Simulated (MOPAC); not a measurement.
# Geometry relaxation, with input and output: CH4AlFOS (part 2 of 2)

CH4AlFOS, SMILES C[O][Al]([F])[SH]; AM1, closed shell (MOPAC 23.2.5). The atoms were displaced at random from an optimised geometry.

Geometry of the input (Å):
```
C  -0.3601  -1.3879  0.1213
O  0.3734  -0.5222  -0.6537
Al 0.7594  1.0733  -0.6983
F  1.7516  1.6356  -1.9033
S  0.0159  2.5608  0.7050
H  -0.8725  -0.9196  0.9863
H  0.2581  -2.2349  0.5078
H  -1.1678  -1.8709  -0.4827
H  -0.7064  1.6236  1.3935
```

### Trajectory as extended XYZ, continued
```
9
Properties=species:S:1:pos:R:3:forces:R:3 step=19 energy=-7.15652
C    -0.3420   -1.2603    0.1156    0.0371   0.0170   0.0365
O     0.4729   -0.6496   -0.8381   -0.0437   0.0340  -0.0054
Al    0.7586    1.0433   -0.7412    0.0480   0.0062  -0.0017
F     1.7282    1.5109   -1.8873   -0.0011  -0.0492  -0.0457
S    -0.0619    2.5648    0.8275   -0.0197  -0.0221   0.0112
H    -0.7707   -0.5328    0.8514   -0.0096  -0.0014   0.0338
H     0.2812   -2.0210    0.6592   -0.0311   0.0242  -0.0051
H    -1.1816   -1.7778   -0.4211    0.0426   0.0258  -0.0366
H    -0.7316    1.6711    1.5319   -0.0226  -0.0346   0.0130
9
Properties=species:S:1:pos:R:3:forces:R:3 step=24 energy=-7.16155
C    -0.3456   -1.2306    0.1277    0.0008   0.0056   0.0042
O     0.4698   -0.6355   -0.8348    0.0004  -0.0039   0.0095
Al    0.7832    1.0519   -0.7468   -0.0217   0.0037  -0.0012
F     1.7343    1.4996   -1.9161    0.0020  -0.0111   0.0017
S    -0.0792    2.5310    0.8407    0.0092   0.0033   0.0045
H    -0.7735   -0.4957    0.8576   -0.0042  -0.0015  -0.0069
H     0.2698   -1.9875    0.6829    0.0064   0.0025  -0.0040
H    -1.1831   -1.7498   -0.4107    0.0081   0.0110  -0.0019
H    -0.7469    1.6096    1.5155   -0.0010  -0.0097  -0.0060
9
Properties=species:S:1:pos:R:3:forces:R:3 step=29 energy=-7.16174
C    -0.3451   -1.2282    0.1283    0.0000  -0.0001  -0.0005
O     0.4722   -0.6338   -0.8326    0.0015  -0.0002   0.0004
Al    0.7799    1.0546   -0.7494    0.0007   0.0003   0.0003
F     1.7358    1.4953   -1.9174   -0.0017   0.0004  -0.0014
S    -0.0791    2.5290    0.8436    0.0028   0.0000   0.0014
H    -0.7748   -0.4934    0.8571   -0.0010   0.0000  -0.0006
H     0.2702   -1.9850    0.6839   -0.0015   0.0003   0.0002
H    -1.1819   -1.7460   -0.4122    0.0014  -0.0012   0.0005
H    -0.7487    1.6014    1.5084   -0.0022   0.0006  -0.0002
9
Properties=species:S:1:pos:R:3:forces:R:3 step=33 energy=-7.16176
C    -0.3459   -1.2283    0.1273    0.0037   0.0000   0.0025
O     0.4753   -0.6345   -0.8306    0.0000  -0.0005  -0.0009
Al    0.7802    1.0546   -0.7486    0.0009  -0.0008  -0.0022
F     1.7327    1.4956   -1.9192    0.0012   0.0007  -0.0009
S    -0.0768    2.5292    0.8452    0.0008  -0.0035  -0.0003
H    -0.7792   -0.4923    0.8527   -0.0084   0.0001   0.0002
H     0.2669   -1.9832    0.6880    0.0057  -0.0013  -0.0005
H    -1.1788   -1.7489   -0.4162   -0.0023   0.0031  -0.0003
H    -0.7550    1.6026    1.5028   -0.0015   0.0022   0.0024
9
Properties=species:S:1:pos:R:3:forces:R:3 step=38 energy=-7.16177
C    -0.3461   -1.2282    0.1274   -0.0004   0.0001   0.0002
O     0.4762   -0.6347   -0.8299   -0.0018   0.0002  -0.0003
Al    0.7804    1.0544   -0.7488   -0.0001  -0.0003  -0.0001
F     1.7321    1.4960   -1.9198    0.0004  -0.0002   0.0005
S    -0.0762    2.5287    0.8456    0.0003   0.0001   0.0001
H    -0.7820   -0.4922    0.8512   -0.0008   0.0002  -0.0003
H     0.2667   -1.9824    0.6892    0.0011   0.0008   0.0000
H    -1.1782   -1.7493   -0.4171    0.0009  -0.0006  -0.0002
H    -0.7573    1.6041    1.5029    0.0004  -0.0002  -0.0001
9
Properties=species:S:1:pos:R:3:forces:R:3 step=43 energy=-7.16184
C    -0.3448   -1.2278    0.1287   -0.0086  -0.0029  -0.0123
O     0.4637   -0.6331   -0.8394    0.0025   0.0023  -0.0003
Al    0.7798    1.0533   -0.7496   -0.0008   0.0102   0.0080
F     1.7359    1.4965   -1.9162    0.0032   0.0000  -0.0082
S    -0.0724    2.5270    0.8477    0.0010   0.0056   0.0029
H    -0.8032   -0.4885    0.8353    0.0025  -0.0011  -0.0026
H     0.2855   -1.9537    0.7084   -0.0164  -0.0030  -0.0029
H    -1.1617   -1.7787   -0.4106    0.0155  -0.0065   0.0186
H    -0.7610    1.6065    1.5027    0.0011  -0.0044  -0.0030
9
Properties=species:S:1:pos:R:3:forces:R:3 step=48 energy=-7.16263
C    -0.3439   -1.2271    0.1291    0.0080  -0.0053   0.0250
O     0.4366   -0.6254   -0.8576   -0.0056  -0.0111   0.0089
Al    0.7815    1.0548   -0.7483    0.0002  -0.0075  -0.0058
F     1.7376    1.4935   -1.9170   -0.0027   0.0010   0.0057
S    -0.0546    2.5228    0.8624   -0.0025  -0.0041  -0.0006
H    -0.8829   -0.4848    0.7741    0.0042  -0.0251  -0.0169
H     0.3201   -1.8661    0.7715   -0.0147   0.0332  -0.0191
H    -1.0940   -1.8779   -0.3957    0.0069   0.0163   0.0000
H    -0.7954    1.6103    1.4709    0.0062   0.0027   0.0028
9
Properties=species:S:1:pos:R:3:forces:R:3 step=53 energy=-7.16342
C    -0.3423   -1.2245    0.1309   -0.0100   0.0034   0.0007
O     0.4148   -0.6213   -0.8726    0.0069   0.0009  -0.0066
Al    0.7811    1.0536   -0.7498    0.0011   0.0019  -0.0004
F     1.7417    1.4932   -1.9142   -0.0022   0.0009   0.0010
S    -0.0434    2.5174    0.8709   -0.0051  -0.0023   0.0007
H    -0.9367   -0.4885    0.7315   -0.0073   0.0004  -0.0012
H     0.3441   -1.7932    0.8120    0.0022  -0.0015   0.0069
H    -1.0437   -1.9384   -0.3784    0.0031  -0.0049  -0.0011
H    -0.8135    1.6141    1.4568    0.0114   0.0011   0.0000
9
Properties=species:S:1:pos:R:3:forces:R:3 step=57 energy=-7.16408
C    -0.3413   -1.2218    0.1323   -0.0047  -0.0028   0.0045
O     0.3939   -0.6167   -0.8866    0.0041  -0.0030   0.0053
Al    0.7809    1.0530   -0.7508   -0.0015  -0.0002  -0.0004
F     1.7457    1.4922   -1.9120   -0.0028   0.0016  -0.0007
S    -0.0331    2.5124    0.8791   -0.0037  -0.0003  -0.0011
H    -0.9882   -0.4964    0.6906   -0.0026  -0.0091  -0.0081
H     0.3627   -1.7224    0.8488   -0.0152   0.0068  -0.0077
H    -0.9911   -1.9953   -0.3594    0.0142   0.0086   0.0067
H    -0.8278    1.6164    1.4429    0.0120  -0.0017   0.0014
9
Properties=species:S:1:pos:R:3:forces:R:3 step=62 energy=-7.16475
C    -0.3420   -1.2182    0.1329   -0.0010  -0.0025   0.0064
O     0.3775   -0.6129   -0.8969    0.0092  -0.0001   0.0010
Al    0.7807    1.0527   -0.7523   -0.0007   0.0019  -0.0005
F     1.7471    1.4917   -1.9122   -0.0036   0.0017  -0.0007
S    -0.0213    2.5063    0.8885   -0.0060   0.0010  -0.0022
H    -1.0460   -0.5100    0.6418   -0.0056  -0.0041  -0.0065
H     0.3696   -1.6453    0.8878   -0.0104   0.0040  -0.0004
H    -0.9303   -2.0497   -0.3406    0.0032   0.0009   0.0004
H    -0.8414    1.6183    1.4282    0.0149  -0.0028   0.0026
9
Properties=species:S:1:pos:R:3:forces:R:3 step=67 energy=-7.16512
C    -0.3484   -1.2092    0.1320   -0.0409  -0.0356   0.0670
O     0.3623   -0.6099   -0.9073    0.0040  -0.0093   0.0183
Al    0.7809    1.0520   -0.7557   -0.0014   0.0027   0.0003
F     1.7438    1.4929   -1.9176   -0.0034   0.0021  -0.0001
S    -0.0006    2.4938    0.9054   -0.0135  -0.0027  -0.0047
H    -1.1561   -0.5398    0.5371    0.0870  -0.0908  -0.0435
H     0.3533   -1.4996    0.9628   -0.1063   0.0302  -0.1000
H    -0.8162   -2.1355   -0.3076    0.0515   0.1039   0.0608
H    -0.8493    1.6138    1.4150    0.0229  -0.0005   0.0018
9
Properties=species:S:1:pos:R:3:forces:R:3 step=72 energy=-7.16799
C    -0.3625   -1.2006    0.1275   -0.0095  -0.0002   0.0373
O     0.3749   -0.6138   -0.9011   -0.0064  -0.0023   0.0287
Al    0.7823    1.0520   -0.7583    0.0001  -0.0017  -0.0016
F     1.7348    1.4975   -1.9271   -0.0036   0.0008   0.0010
S     0.0061    2.4871    0.9105   -0.0137  -0.0061   0.0004
H    -1.2317   -0.5631    0.4425    0.0591  -0.0471  -0.0251
H     0.2958   -1.4046    1.0150   -0.0595   0.0113  -0.0674
H    -0.7452   -2.1734   -0.2877    0.0139   0.0417   0.0291
H    -0.7953    1.5833    1.4541    0.0196   0.0034  -0.0024
9
Properties=species:S:1:pos:R:3:forces:R:3 step=77 energy=-7.16962
C    -0.3760   -1.1922    0.1227   -0.0056   0.0038   0.0158
O     0.3918   -0.6179   -0.8905   -0.0051  -0.0051   0.0163
Al    0.7845    1.0525   -0.7606    0.0002   0.0018   0.0008
F     1.7267    1.5015   -1.9362   -0.0023   0.0008  -0.0004
S     0.0057    2.4818    0.9113   -0.0116  -0.0107   0.0089
H    -1.2812   -0.5758    0.3662    0.0346  -0.0250  -0.0121
H     0.2388   -1.3404    1.0498   -0.0236   0.0083  -0.0321
H    -0.7020   -2.1927   -0.2725   -0.0012   0.0151   0.0115
H    -0.7264    1.5484    1.5015    0.0145   0.0110  -0.0087
9
Properties=species:S:1:pos:R:3:forces:R:3 step=81 energy=-7.17002
C    -0.3864   -1.1856    0.1184    0.0152  -0.0195   0.0217
O     0.4063   -0.6219   -0.8813    0.0025  -0.0038  -0.0011
Al    0.7861    1.0524   -0.7620    0.0006   0.0024   0.0002
F     1.7196    1.5052   -1.9431   -0.0007  -0.0003  -0.0019
S     0.0045    2.4774    0.9120    0.0008  -0.0046   0.0050
H    -1.3123   -0.5838    0.3081   -0.0084  -0.0018  -0.0027
H     0.1933   -1.2934    1.0728   -0.0115   0.0042  -0.0246
H    -0.6746   -2.2044   -0.2591    0.0025   0.0187   0.0057
H    -0.6699    1.5236    1.5351   -0.0010   0.0048  -0.0022
9
Properties=species:S:1:pos:R:3:forces:R:3 step=86 energy=-7.17008
C    -0.3879   -1.1851    0.1175   -0.0058  -0.0031  -0.0046
O     0.4116   -0.6234   -0.8781   -0.0024  -0.0018  -0.0008
Al    0.7868    1.0522   -0.7616   -0.0007  -0.0012   0.0005
F     1.7157    1.5061   -1.9459    0.0014  -0.0001  -0.0001
S     0.0068    2.4767    0.9138    0.0017  -0.0006   0.0006
H    -1.3176   -0.5852    0.2956    0.0004  -0.0013   0.0023
H     0.1837   -1.2868    1.0765   -0.0015  -0.0002  -0.0026
H    -0.6716   -2.2054   -0.2584    0.0083   0.0081   0.0047
H    -0.6733    1.5249    1.5332   -0.0013   0.0002  -0.0001
9
Properties=species:S:1:pos:R:3:forces:R:3 step=91 energy=-7.17026
C    -0.3895   -1.1825    0.1175    0.0054  -0.0044   0.0058
O     0.4049   -0.6216   -0.8827   -0.0013   0.0002   0.0004
Al    0.7862    1.0524   -0.7631    0.0005   0.0005  -0.0002
F     1.7162    1.5063   -1.9465   -0.0003   0.0001   0.0004
S     0.0137    2.4726    0.9193    0.0017   0.0032  -0.0011
H    -1.3413   -0.6091    0.2640    0.0042  -0.0027   0.0008
H     0.1692   -1.2398    1.0879   -0.0079   0.0044  -0.0076
H    -0.6320   -2.2218   -0.2340   -0.0014   0.0012   0.0000
H    -0.6801    1.5234    1.5271   -0.0009  -0.0025   0.0015
9
Properties=species:S:1:pos:R:3:forces:R:3 step=96 energy=-7.17037
C    -0.3936   -1.1804    0.1153   -0.0050   0.0045  -0.0032
O     0.4056   -0.6220   -0.8824    0.0013  -0.0001  -0.0001
Al    0.7860    1.0525   -0.7639   -0.0003  -0.0005   0.0000
F     1.7134    1.5075   -1.9489   -0.0001   0.0001  -0.0005
S     0.0186    2.4700    0.9230   -0.0003  -0.0014   0.0009
H    -1.3648   -0.6317    0.2236   -0.0027   0.0004  -0.0018
H     0.1414   -1.1944    1.1000    0.0047  -0.0017   0.0055
H    -0.5974   -2.2352   -0.2134    0.0016  -0.0023  -0.0001
H    -0.6674    1.5172    1.5346    0.0007   0.0010  -0.0006
9
Properties=species:S:1:pos:R:3:forces:R:3 step=100 energy=-7.17040
C    -0.3961   -1.1788    0.1142   -0.0020   0.0019  -0.0003
O     0.4067   -0.6223   -0.8818   -0.0003   0.0003   0.0001
Al    0.7860    1.0525   -0.7644    0.0000  -0.0001  -0.0001
F     1.7115    1.5082   -1.9506   -0.0001  -0.0001  -0.0001
S     0.0215    2.4682    0.9253    0.0001  -0.0004   0.0002
H    -1.3772   -0.6440    0.2008   -0.0001  -0.0004  -0.0015
H     0.1255   -1.1699    1.1062    0.0012  -0.0011   0.0013
H    -0.5785   -2.2415   -0.2015    0.0010  -0.0005   0.0005
H    -0.6614    1.5138    1.5380    0.0003   0.0003  -0.0001
9
Properties=species:S:1:pos:R:3:forces:R:3 step=105 energy=-7.17043
C    -0.3988   -1.1778    0.1127    0.0016   0.0011  -0.0006
O     0.4080   -0.6226   -0.8808   -0.0008  -0.0006   0.0003
Al    0.7858    1.0527   -0.7648    0.0007  -0.0015   0.0000
F     1.7094    1.5089   -1.9523   -0.0003  -0.0002   0.0000
S     0.0246    2.4670    0.9275   -0.0001   0.0010   0.0005
H    -1.3897   -0.6581    0.1765   -0.0008  -0.0005   0.0005
H     0.1078   -1.1458    1.1120   -0.0004   0.0003  -0.0005
H    -0.5589   -2.2481   -0.1894    0.0003   0.0009  -0.0003
H    -0.6542    1.5113    1.5425   -0.0002  -0.0004   0.0001
9
Properties=species:S:1:pos:R:3:forces:R:3 step=110 energy=-7.17045
C    -0.4007   -1.1770    0.1114   -0.0013   0.0002  -0.0003
O     0.4078   -0.6226   -0.8811    0.0006  -0.0003   0.0002
Al    0.7857    1.0527   -0.7649   -0.0001   0.0001  -0.0001
F     1.7079    1.5093   -1.9533    0.0000   0.0000  -0.0001
S     0.0276    2.4660    0.9296    0.0001  -0.0002   0.0002
H    -1.4006   -0.6727    0.1556   -0.0005  -0.0001  -0.0002
H     0.0925   -1.1227    1.1163    0.0006  -0.0002  -0.0001
H    -0.5398   -2.2539   -0.1773    0.0006   0.0004   0.0005
H    -0.6493    1.5096    1.5457    0.0000   0.0000   0.0000
```

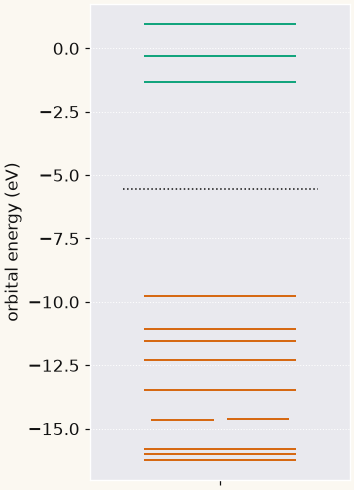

**Figure 1.** Orbital energies near the frontier; the dotted line parts filled from empty levels, and levels within 0.02 eV of each other stand side by side. Highest filled −9.76 eV, lowest empty −1.32 eV, 8.44 eV apart.

### Results in brief

| quantity | value |
| --- | --- |
| outcome | converged |
| total energy | −45.432865 hartree |
| dispersion energy | 0.000000 hartree |
| heat of formation | −165.35 kcal/mol |
| basis functions | 24 |
| largest force | 0.001 eV/Å |
| HOMO | −9.76 eV |
| LUMO | −1.32 eV |
| dipole moment | 2.58 D |
| peak memory | 0.09 GiB |

### Remarks

MOPAC's energies along a path are heats of formation.
